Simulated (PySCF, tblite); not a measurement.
**C5H8ClOSi radical: geometry, infrared bands and EPR parameters**

Wanted: the infrared bands and EPR parameters of C5H8ClOSi radical (`[H]/[C]=C1/[C@@H](O)[C@@]1(Cl)C[SiH3]`), by calculation.

Computed with tblite 0.8.0 and PySCF 2.14.0, with density-fitted response routines of our own, on a single molecule in the gas phase. Atoms count from 0, in the outputs and in this text.

## 1. The starting structure

16 atoms, charge 0, multiplicity 2; geometry from: force field or distance geometry start.

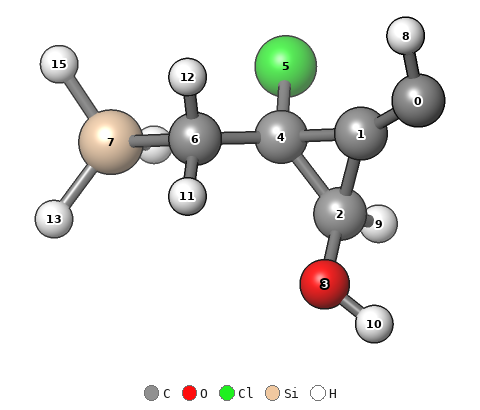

As it starts; carbon grey, oxygen red, chlorine green, silicon light orange, hydrogen white, atoms numbered.

## 2. Optimising the geometry with GFN2-xTB

Job settings and geometry (Å):

```
{"job": {"kind": "relax", "xc": "GFN2-xTB", "basis": "xTB"}, "charge": 0, "multiplicity": 2}
C     -2.446100     1.355200    -1.070800
C     -1.568300     0.666200    -0.375000
C     -1.381100    -0.630600     0.403500
O     -1.471600    -1.721900    -0.441300
C     -0.267400     0.359400     0.279400
Cl     0.066400     1.403600     1.677300
C      0.917300     0.094700    -0.615000
Si     2.355200    -0.237000     0.545600
H     -2.113700     2.306800    -1.464900
H     -1.858600    -0.692400     1.390800
H     -2.348500    -2.176300    -0.442400
H      0.771000    -0.782500    -1.277300
H      1.139700     1.020800    -1.163700
H      2.955900    -1.565000     0.239600
H      1.889500    -0.184300     1.953000
H      3.352700     0.792200     0.350000
```

Launch:

```
> OMP_NUM_THREADS=1 python probes_run.py task.json out
```

One launch serves the whole session: the jobs run in the order shown.

What it wrote:

```text
step      E/eV     max force
  0    -678.87497    3.479
  1    -679.06584    3.966
  2    -679.25278    1.046
  3    -679.34590    0.956
  4    -679.40600    1.052
  5    -679.45619    0.613
  6    -679.48171    0.416
  7    -679.50233    0.396
  8    -679.51622    0.352
  9    -679.53011    0.344
 10    -679.54139    0.326
 11    -679.55082    0.338
 12    -679.56054    0.316
 13    -679.57329    0.354
 14    -679.58731    0.354
 15    -679.59719    0.209
 16    -679.60239    0.181
 17    -679.60666    0.162
 18    -679.61096    0.165
 19    -679.61444    0.120
 20    -679.61702    0.136
 21    -679.61933    0.125
 22    -679.62183    0.155
 23    -679.62414    0.154
 24    -679.62555    0.087
 25    -679.62640    0.082
 26    -679.62733    0.092
 27    -679.62867    0.106
 28    -679.63041    0.107
 29    -679.63194    0.091
 30    -679.63346    0.109
 31    -679.63529    0.139
 32    -679.63756    0.137
 33    -679.63963    0.112
 34    -679.64127    0.097
 35    -679.64289    0.103
 36    -679.64462    0.102
 37    -679.64655    0.113
 38    -679.64866    0.102
 39    -679.65040    0.092
 40    -679.65163    0.100
 41    -679.65276    0.104
 42    -679.65417    0.105
 43    -679.65620    0.124
 44    -679.65902    0.145
 45    -679.66213    0.188
 46    -679.66465    0.250
 47    -679.66770    0.227
 48    -679.67033    0.172
 49    -679.67198    0.139
 50    -679.67313    0.087
 51    -679.67423    0.116
 52    -679.67535    0.097
 53    -679.67666    0.086
 54    -679.67789    0.113
 55    -679.67894    0.096
 56    -679.67995    0.106
 57    -679.68121    0.106
 58    -679.68299    0.100
 59    -679.68549    0.140
 60    -679.68819    0.160
 61    -679.69098    0.199
 62    -679.68679    0.318
 63    -679.69551    0.168
 64    -679.69825    0.150
 65    -679.70276    0.219
 66    -679.70522    0.074
 67    -679.70615    0.063
 68    -679.70738    0.122
 69    -679.70826    0.088
 70    -679.70982    0.082
 71    -679.71108    0.091
 72    -679.71215    0.066
 73    -679.71272    0.055
 74    -679.71350    0.065
 75    -679.71406    0.079
 76    -679.71450    0.068
 77    -679.71481    0.096
 78    -679.71510    0.065
 79    -679.71554    0.065
 80    -679.71605    0.074
 81    -679.71644    0.046
 82    -679.71658    0.027
 83    -679.71664    0.021
 84    -679.71670    0.021
 85    -679.71679    0.029
 86    -679.71696    0.032
 87    -679.71713    0.031
 88    -679.71728    0.029
 89    -679.71740    0.025
 90    -679.71754    0.029
 91    -679.71774    0.045
 92    -679.71798    0.045
 93    -679.71821    0.048
 94    -679.71840    0.042
 95    -679.71853    0.027
 96    -679.71862    0.029
 97    -679.71870    0.021
 98    -679.71876    0.023
 99    -679.71882    0.023
100    -679.71888    0.028
101    -679.71894    0.023
102    -679.71901    0.021
103    -679.71909    0.024
104    -679.71918    0.031
105    -679.71929    0.040
106    -679.71939    0.028
107    -679.71948    0.029
108    -679.71958    0.035
109    -679.71972    0.038
110    -679.71991    0.043
111    -679.72004    0.030
112    -679.72011    0.028
113    -679.72017    0.015
114    -679.72022    0.013
115    -679.72025    0.011
116    -679.72029    0.014
117    -679.72033    0.016
118    -679.72036    0.012
119    -679.72037    0.007
```

Wall time 0.8 s (1 thread of Arm Neoverse V2, shared host).

Relaxation path: (not every step is listed)

```tsv
step	energy from step 0 (eV)	largest force (eV/Å)
0	0.0000	3.4791
1	-0.1909	3.9663
2	-0.3778	1.0460
3	-0.4709	0.9557
4	-0.5310	1.0518
5	-0.5812	0.6128
6	-0.6067	0.4158
7	-0.6274	0.3960
8	-0.6413	0.3522
18	-0.7360	0.1654
28	-0.7554	0.1072
38	-0.7737	0.1016
48	-0.7954	0.1715
58	-0.8080	0.0997
68	-0.8324	0.1222
78	-0.8401	0.0648
88	-0.8423	0.0291
98	-0.8438	0.0225
108	-0.8446	0.0349
114	-0.8453	0.0135
115	-0.8453	0.0110
116	-0.8453	0.0139
117	-0.8454	0.0156
118	-0.8454	0.0124
119	-0.8454	0.0075
```

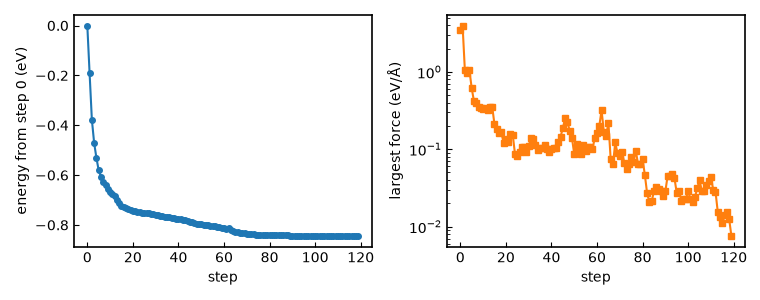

Energy and largest force along the relaxation.

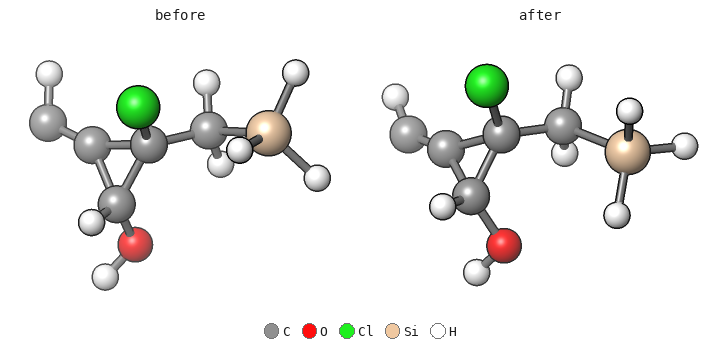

Before and after, at one scale.

Distances of close pairs at the start and the end, largest changes first:

```tsv
bond	before (Å)	after (Å)	change (Å)
C0–C1	1.315	1.260	-0.055
C1–C4	1.488	1.540	+0.052
C6–Si7	1.877	1.918	+0.040
C1–C2	1.524	1.492	-0.032
Si7–H14	1.483	1.458	-0.025
Si7–H13	1.489	1.464	-0.025
O3–H10	0.988	0.964	-0.023
C0–H8	1.082	1.061	-0.021
```

The next job starts from the end point, and lists it.

## 3. Harmonic vibrations with GFN2-xTB

Job settings and geometry (Å):

```
{"job": {"kind": "ir", "xc": "GFN2-xTB", "basis": "xTB"}, "charge": 0, "multiplicity": 2}
C     -2.470483     1.123864    -1.265034
C     -1.647185     0.665927    -0.428088
C     -1.301169    -0.354277     0.603865
O     -1.075946    -1.674726     0.234433
C     -0.256787     0.656100     0.233249
Cl     0.042149     1.931717     1.404766
C      0.934455     0.273566    -0.576012
Si     2.276245    -0.588066     0.488949
H     -2.585649     1.896107    -1.983469
H     -1.789396    -0.234611     1.571751
H     -1.907300    -2.071905    -0.050092
H      0.606409    -0.411898    -1.357844
H      1.344155     1.159968    -1.062903
H      3.324627    -1.007863    -0.443370
H      1.684432    -1.732249     1.171698
H      2.813845     0.377292     1.446691
```

What it wrote:

```text
mode    cm-1     km/mol
  1      46.1      0.21
  2      89.3      0.18
  3     101.0      0.39
  4     140.7      2.05
  5     186.5      8.96
  6     212.0      0.17
  7     232.8     33.81
  8     259.8     96.06
  9     294.4     12.02
 10     353.1     11.18
 11     449.9     17.14
 12     510.8     20.40
 13     520.6     23.02
 14     537.1     22.20
 15     646.8     86.81
 16     653.2     71.95
 17     688.9     39.20
 18     712.0     12.20
 19     735.2     12.84
 20     759.6    102.05
 21     771.6    270.38
 22     787.4    318.85
 23     793.7    160.13
 24     852.7     26.53
 25     966.2     40.11
 26    1000.9     39.55
 27    1128.0     50.00
 28    1152.4     27.74
 29    1206.8     94.43
 30    1221.5     59.47
 31    1258.4     32.87
 32    1357.2     12.10
 33    1446.0      3.67
 34    1875.8      5.56
 35    2261.0    337.95
 36    2282.5    230.77
 37    2322.3    212.83
 38    2943.0     31.32
 39    2975.7     26.11
 40    2993.9     12.40
 41    3228.1     10.57
 42    3523.9     14.99
```

It took 0.55 s on 1 thread of Arm Neoverse V2, shared host.

Which atoms move in the most intense modes:

```tsv
cm⁻¹	km/mol	atoms
260	96.1	H10 57 %, O3 14 %
760	102.0	H13 44 %, H14 30 %
772	270.4	H15 45 %, H14 39 %
787	318.9	H15 43 %, H13 34 %, H14 14 %
794	160.1	C6 21 %, H11 17 %, C2 14 %, H12 12 %
2261	337.9	H13 97 %
2282	230.8	H15 97 %
2322	212.8	H14 97 %
```

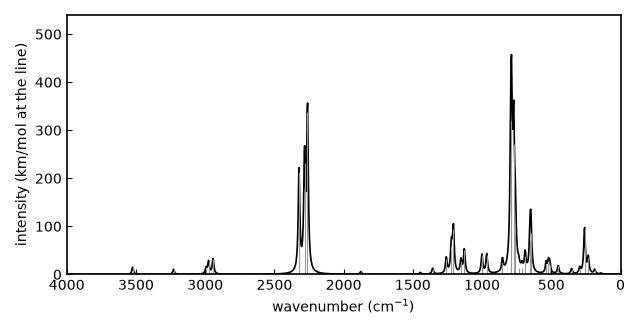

The infrared spectrum from these modes, unscaled. Lines are broadened to a width of 14 cm⁻¹ (Lorentzian).

## 4. EPR parameters: B3LYP/pcH-1

Same as in step 3 but for these lines:

```diff
@@ -1,2 +1,2 @@
-{"job": {"kind": "ir", "xc": "GFN2-xTB", "basis": "xTB"}, "charge": 0, "multiplicity": 2}
+{"job": {"kind": "epr", "basis": "pcH-1"}, "charge": 0, "multiplicity": 2}
 C     -2.470483     1.123864    -1.265034
```

Level: UKS B3LYP, pcH-1 on C Cl H O Si, non-relativistic, mean-field spin-orbit, GIAO.

What it wrote:

```text
UKS, coarse grid
  cycle   1  E = -1020.02538839  |g| = 5.36e-01
  cycle   2  E = -1019.90821058  |g| = 7.78e-01
  cycle   3  E = -1020.12707622  |g| = 1.15e-01
  cycle   4  E = -1020.13090196  |g| = 7.43e-02
  cycle   5  E = -1020.13350771  |g| = 2.19e-02
  cycle   6  E = -1020.13376393  |g| = 7.81e-03
  cycle   7  E = -1020.13381810  |g| = 3.26e-03
  cycle   8  E = -1020.13383198  |g| = 1.49e-03
  cycle   9  E = -1020.13383731  |g| = 5.47e-04
UKS, final grid
  cycle   1  E = -1020.13379546  |g| = 4.40e-04
  cycle   2  E = -1020.13379565  |g| = 5.05e-04
  cycle   3  E = -1020.13379580  |g| = 1.96e-04
  cycle   4  E = -1020.13379586  |g| = 1.82e-04
  cycle   5  E = -1020.13379591  |g| = 4.63e-05
  cycle   6  E = -1020.13379591  |g| = 7.85e-06
E = -1020.13379591 Eh   <S^2> = 0.7601 (exact 0.7500)
g shifts (ppm)      1          2          3
  rmc          -166       -166       -166
  gc             11         13        -22
  oz_so        -857       1358       2052
  total       -1012       1205       1864
hyperfine (MHz)  atom isotope    a_iso     a_fc   dipolar eigenvalues
    0   13C     251.00     251.12    -69.87    -51.31    121.18
    1   13C     -25.29     -25.28    -14.82     -1.59     16.40
    2   13C      55.65      55.62     -9.69     -9.23     18.92
    3   17O       0.09       0.10     -8.06      3.61      4.44
    4   13C      95.43      95.32    -18.14    -17.46     35.59
    5  35Cl       4.64       4.63     -5.95     -3.40      9.35
    6   13C      -4.50      -4.51     -1.13     -1.07      2.20
    7  29Si     -13.65     -13.67     -3.56      1.70      1.86
    8    1H      34.30      34.31    -27.93     -5.32     33.25
    9    1H       7.96       7.96     -4.32     -1.14      5.47
   10    1H      -0.71      -0.72     -3.37      0.11      3.26
   11    1H       2.68       2.68     -1.99     -1.01      3.00
   12    1H       5.20       5.20     -1.95     -1.20      3.15
   13    1H       3.44       3.44     -0.60     -0.34      0.94
   14    1H      -0.56      -0.56     -0.81     -0.51      1.33
   15    1H      -0.40      -0.40     -0.71     -0.44      1.14
```

Run time: 99 s. Hardware: 1 thread of Arm Neoverse V2, shared host; peak memory 0.97 GiB.

Principal g values 2.00131, 2.00352, 2.00418; g(iso) = 2.00301, against 2.00232 for a free electron.

Hyperfine couplings; where a row names several nuclei, a(iso) is their mean (it holds for fast rotation or exchange) and the dipolar term the largest among them:

```tsv
nuclei	isotope	a(iso) (MHz)	a(iso) (G, at g = 2.0023)	largest dipolar term (MHz)
C0	13C	251.0	89.6	121.2
C4	13C	95.4	34.1	35.6
C2	13C	55.6	19.9	18.9
H8	1H	34.3	12.2	33.2
C1	13C	-25.3	-9.0	16.4
Si7	29Si	-13.6	-4.9	-3.6
H9	1H	8.0	2.8	5.5
H12	1H	5.2	1.9	3.2
Cl5	35Cl	4.6	1.7	9.3
C6	13C	-4.5	-1.6	2.2
H11	1H	2.7	1.0	3.0
H13, H14, H15	1H	0.8	0.3	1.3
H10	1H	-0.7	-0.3	-3.4
O3	17O	0.1	0.0	-8.1
```

Mulliken spin populations:

C0 0.88; C1 -0.19; C2 0.08; O3 0.02; C4 0.17; Cl5 0.02; C6 0.00; Si7 0.01; H8 0.01; H9 0.00; H10 0.00; H11 0.00; H12 0.00; H13 0.00; H14 0.00; H15 0.00

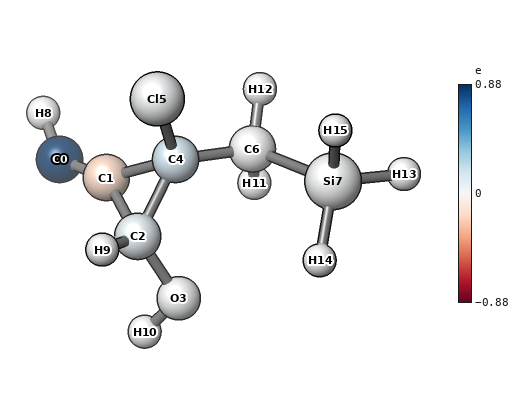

Mulliken spin populations, as colours on the atoms.

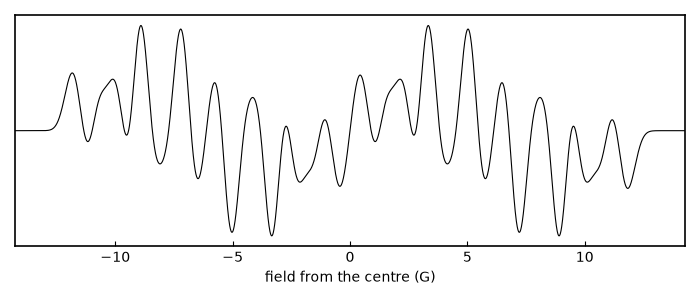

First-order isotropic spectrum (first derivative, main isotopes with spin only, couplings over 0.8 MHz, Gaussian width 0.3 G; couplings of the frozen geometry, rotation of groups not averaged beyond the rows shown).

The fields below are evaluated on a grid from the run's orbitals.

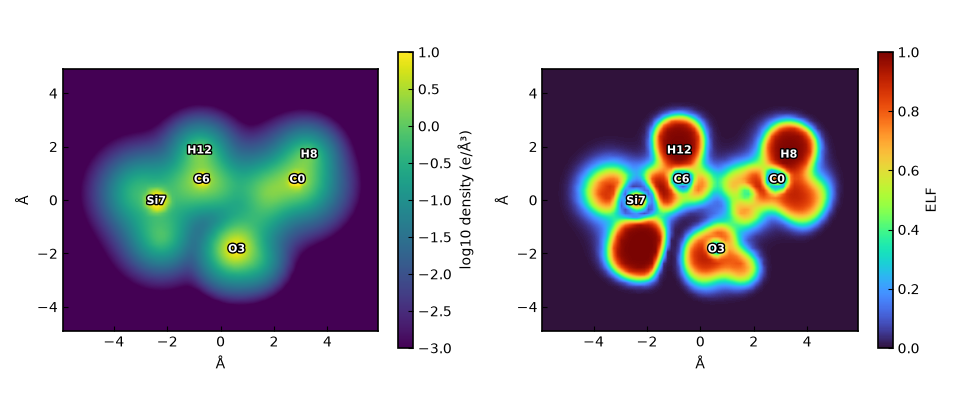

Density (left) and ELF (right) in a plane through or near 6 of the atoms.

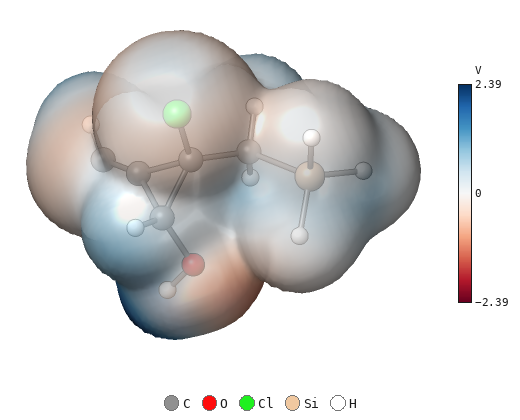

The potential that a unit positive charge feels on the 0.002 e/bohr³ surface, from -1.00 V near O3 to 2.39 V near H10.

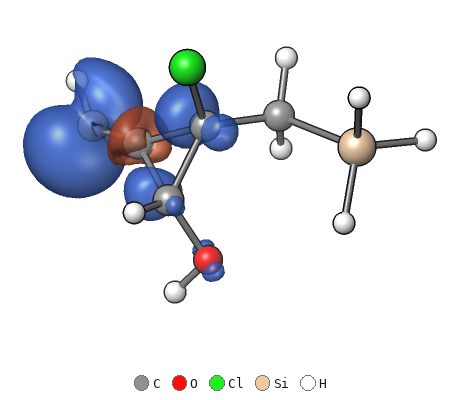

Spin density at ±0.04 e/Å³ (alpha excess blue, beta excess red).

## 5. Outcome

```
                                                                  quantity                  value
                                 strongest single infrared mode (GFN2-xTB)  2261 cm⁻¹, 338 km/mol
                                              zero-point energy (GFN2-xTB)          66.4 kcal/mol
                                                            g(iso) (B3LYP)                2.00301
                                                                      ⟨S²⟩     0.760 (exact 0.75)
                                        largest a(iso) (averaged by class)   13C on C0, 251.0 MHz
potential on the surface of density 0.002 e/bohr³, 1st and 99th percentile     -1.00 V and 2.39 V
```

The optimisation took 119 steps and gained 0.845 eV; among the close pairs (by a distance rule), C0–C1 changed most, from 1.315 to 1.260 Å. No mode is imaginary among the 42: a minimum at this level. The strongest single mode, at 2261 cm⁻¹, moves mainly H13. GFN2-xTB is a fitted tight-binding method: band positions and strengths are rough. Its intensities can rank the bands wrongly. C0 carries the largest spin population, 0.88 e. The isotropic g lies 0.7 ppt above the free-electron value. These values are for one conformer; the search (at its own cheap level) found 2 more, at 0.02, 1.76 kcal/mol (those within 0.05 may be mirror or relabelled copies), and measured spectra average over such forms.
